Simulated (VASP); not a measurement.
# BeNi: convergence with the SCF threshold and plane-wave cutoff, part 3 of 3

How sensitive are energy and pressure of BeNi to the SCF threshold and plane-wave cutoff? The series runs use PBEsol. The start is a computed cell from the Materials Project.

VASP 6.6.1; PBEsol, spin-polarised from a ferromagnetic start (one magnetic atom a cell); plane waves and PAW (Be, Ni).

Still holding for the runs below: The k-mesh is coarse for a metal.

So far. Step 14 (Plane-wave cutoff: ENCUT = 350): Against the run before the energy moves by +2.03 meV an atom and the pressure by -0.28 GPa, after 13 cycles in 15 s.

## Step 15: Plane-wave cutoff: ENCUT = 430

INCAR reads:

```
SYSTEM = BeNi
PREC = Accurate
ENCUT = 430
EDIFF = 1E-06
NELM = 100
ISMEAR = -1
SIGMA = 0.05
LREAL = .FALSE.
ALGO = Normal
GGA = PS
NBANDS = 14
ISPIN = 2
MAGMOM = 0 1
LASPH = .TRUE.
LMAXMIX = 4
LORBIT = 11
LWAVE = .FALSE.
LCHARG = .FALSE.
KPAR = 2
ISIF = 2
```

POSCAR reads:

```
BeNi
1.0
    2.5869995900      0.0000000000      0.0000000000
    0.0000000000      2.5869995900      0.0000000000
    0.0000000000      0.0000000000      2.5869995900
Be Ni
1 1
Direct
    0.0000000000      0.0000000000      0.0000000000
    0.5000000000      0.5000000000      0.5000000000
```

KPOINTS reads:

```
Automatic mesh
0
Gamma
9 9 9
0 0 0
```

Potentials, in the order of the species: Be and Ni (PBE family, release 64).

The run is started by

```bash
$ mpirun -np 2 vasp_std
```

What it wrote:

```text
[... set-up lines as in an earlier step ...]
 entering main loop
       N       E                     dE             d eps       ncg     rms          rms(c)
DAV:   1     0.304471879447E+02    0.30447E+02   -0.51221E+03  2024   0.913E+02
DAV:   2    -0.124030215301E+02   -0.42850E+02   -0.38762E+02  2092   0.166E+02
DAV:   3    -0.138367596755E+02   -0.14337E+01   -0.14244E+01  2548   0.340E+01
DAV:   4    -0.138469889419E+02   -0.10229E-01   -0.10227E-01  2258   0.267E+00
[...]
DAV:  11    -0.111145914222E+02    0.10123E-03   -0.53201E-04  2548   0.266E-01    0.924E-02
DAV:  12    -0.111145926512E+02   -0.12290E-05   -0.30079E-05  2376   0.534E-02    0.232E-02
DAV:  13    -0.111145918204E+02    0.83073E-06   -0.20544E-06  1682   0.149E-02
   1 F= -.11114592E+02 E0= -.11109863E+02  d E =-.945772E-02  mag=     0.0003
```

The job ended after 18 s (2 MPI ranks of AMD EPYC 7R43, shared host; peak memory 0.18 GiB).

OUTCAR, selected parts (step 15):

```text
  Total       -0.0827834     -0.0827834     -0.0827834      0.0000000      0.0000000     -0.0000000
  in kB       -7.6606386     -7.6606386     -7.6606386      0.0000000      0.0000000     -0.0000000
  external PRESSURE =      -7.6606386 kB  Pullay stress =       0.0000000 kB

  FREE ENERGIE OF THE ION-ELECTRON SYSTEM (eV)
  ---------------------------------------------------
  free  energy   TOTEN  =       -11.1145918204 eV

  energy  without entropy=      -11.1051341000  energy(sigma->0) =      -11.10986296

 magnetization (x)
# of ion       s       p       d       tot
------------------------------------------
    1       -0.000   0.000   0.000   0.000
    2       -0.000  -0.000   0.000  -0.000
--------------------------------------------------
tot         -0.000   0.000   0.000   0.000

[... 2 parts as in an earlier step ...]

[... 2 further parts left out ...]
[key lines of the parts left out:]
E-fermi :   9.2379
```

Against the run before the energy moves by +2.78 meV an atom and the pressure by +0.12 GPa, after 13 cycles in 18 s.

## Step 16: Plane-wave cutoff: ENCUT = 540

INCAR, as its differences from that of step 15:

```diff
@@ -2,3 +2,3 @@
 PREC = Accurate
-ENCUT = 430
+ENCUT = 540
 EDIFF = 1E-06
```

POSCAR is that of step 15.

KPOINTS is that of step 15.

The run is started by

```bash
$ mpirun -np 2 vasp_std
```

What it wrote:

```text
[... set-up lines as in an earlier step ...]
 entering main loop
       N       E                     dE             d eps       ncg     rms          rms(c)
DAV:   1     0.371338575500E+02    0.37134E+02   -0.59059E+03  2024   0.109E+03
DAV:   2    -0.121087729484E+02   -0.49243E+02   -0.44763E+02  2128   0.185E+02
DAV:   3    -0.138354131587E+02   -0.17266E+01   -0.17069E+01  2470   0.384E+01
DAV:   4    -0.138482036753E+02   -0.12791E-01   -0.12789E-01  2362   0.314E+00
[...]
DAV:  11    -0.111148532318E+02    0.10408E-03   -0.55071E-04  2498   0.271E-01    0.922E-02
DAV:  12    -0.111148551031E+02   -0.18713E-05   -0.29451E-05  2370   0.536E-02    0.233E-02
DAV:  13    -0.111148543359E+02    0.76722E-06   -0.19478E-06  1704   0.150E-02
   1 F= -.11114854E+02 E0= -.11110127E+02  d E =-.945531E-02  mag=     0.0003
```

Elapsed: 22 s, on 2 MPI ranks; peak memory 0.19 GiB; 41 s of CPU time.

OUTCAR, selected parts (step 16):

```text
  Total       -0.0593613     -0.0593613     -0.0593613      0.0000000      0.0000000     -0.0000000
  in kB       -5.4931956     -5.4931956     -5.4931956      0.0000000      0.0000000     -0.0000000
  external PRESSURE =      -5.4931956 kB  Pullay stress =       0.0000000 kB

 POSITION                                       TOTAL-FORCE (eV/Angst)
 -----------------------------------------------------------------------------------
      0.00000      0.00000      0.00000         0.000000      0.000000      0.000000
      1.29350      1.29350      1.29350         0.000000      0.000000      0.000000
 -----------------------------------------------------------------------------------
    total drift:                               -0.000000      0.000000      0.000000

  FREE ENERGIE OF THE ION-ELECTRON SYSTEM (eV)
  ---------------------------------------------------
  free  energy   TOTEN  =       -11.1148543359 eV

  energy  without entropy=      -11.1053990263  energy(sigma->0) =      -11.11012668

 magnetization (x)
# of ion       s       p       d       tot
------------------------------------------
    1       -0.000   0.000   0.000   0.000
    2       -0.000  -0.000  -0.000  -0.000
--------------------------------------------------
tot         -0.000   0.000  -0.000   0.000

[... 1 part as in an earlier step ...]

[... 2 further parts left out ...]
[key lines of the parts left out:]
E-fermi :   9.2373
```

Against the run before the energy moves by -0.13 meV an atom and the pressure by +0.22 GPa, after 13 cycles in 22 s.

## Step 17: The plane-wave cutoff series as a table

This step: convergence of PBEsol results with the cutoff; plane waves and PAW (VASP 6.6.1).

No new run; the numbers come from the runs before.

Differences are taken from the run with ENCUT = 540. Results of the series, by row:

```tsv
setting	status	energy less the reference (meV/atom)	pressure (GPa)	moment (μB)	SCF cycles	wall time (s)
ENCUT = 160	converged	1692	-315.8	7.51e-5	13	9.8
ENCUT = 200	converged	220.7	-75.09	5.89e-4	13	9
ENCUT = 240	converged	26.25	-14.74	1.38e-4	13	11.2
ENCUT = 270	converged	0.3641	-3.066	1.43e-4	13	11.4
ENCUT = 310	converged	-4.676	-0.6061	9.01e-5	13	13.8
ENCUT = 350	converged	-2.649	-0.891	1.37e-4	13	14.8
ENCUT = 430	converged	0.1319	-0.7661	2.35e-5	13	18.2
ENCUT = 540	converged	0	-0.5493	2.02e-5	13	22
```

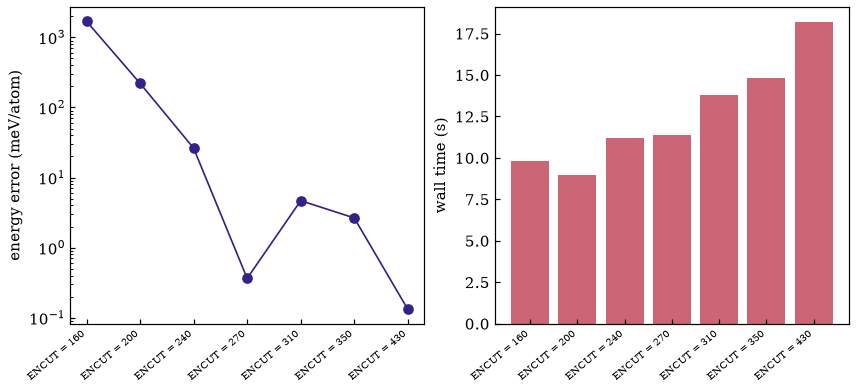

The energy error in size, against the reference run (errors under 0.01 are drawn at 0.01), and the wall time by setting.

## Step 18: Summary of results

* SCF threshold from which the energy stays within 10 meV/atom of the reference: EDIFF = 0.01
* SCF threshold from which the energy stays within 1 meV/atom of the reference: EDIFF = 0.01
* SCF threshold from which the pressure stays within 0.2 GPa of the reference: EDIFF = 1E-04
* spread of the pressure over the SCF threshold: 6.93 GPa
* spread of the energy over the SCF threshold: 0.0693 meV/atom
* plane-wave cutoff from which the energy stays within 10 meV/atom of the reference: ENCUT = 270
* plane-wave cutoff from which the energy stays within 1 meV/atom of the reference: ENCUT = 430
* plane-wave cutoff from which the pressure stays within 0.2 GPa of the reference: none before the reference itself
* spread of the pressure over the plane-wave cutoff: 315 GPa
* spread of the energy over the plane-wave cutoff: 1696 meV/atom

What this shows: From EDIFF = 0.01 on, the energy stays within 1 meV an atom of the reference, at 50 % of its time. The pressure holds within 0.2 GPa from EDIFF = 1E-04 on. The loosest stop saves 7 of 17 cycles and costs -0.1 meV an atom, +6.07 GPa. From ENCUT = 430 on, the energy stays within 1 meV an atom of the reference, at 83 % of its time. The pressure doesn't settle within 0.2 GPa before the reference. These cutoffs are 0.6 to 2 times the default of the data sets, about 270 eV; at the default the run is off by +0.4 meV an atom, -2.52 GPa, and at 1.3 times by -2.6 meV an atom, -0.34 GPa. Energy differences between like cells converge faster than these totals. Differences are taken from the run with ENCUT = 540, which is itself not the exact limit. Forces vanish by symmetry in this cell, so the series can't test them. The runs at ENCUT = 160; ENCUT = 200; ENCUT = 240; ENCUT = 270 are over 30 meV an atom or 2 GPa off and describe the material poorly.

[Lines on the potential files, build, host, timing and source positions are cut from VASP's logs without a mark.]

[Logs are printed without paths, hosts, clocks, repeated set-up lines and the standing remarks that a program may print on its own settings, such as how far it seeks lower states.]

[Hosts, paths, dates, database ids (printed as entryN), source tags and the programs' standing remarks are cut or masked in the printed files.]

[A measured line is paired with the nearest computed mode of its activity, which favours agreement.]
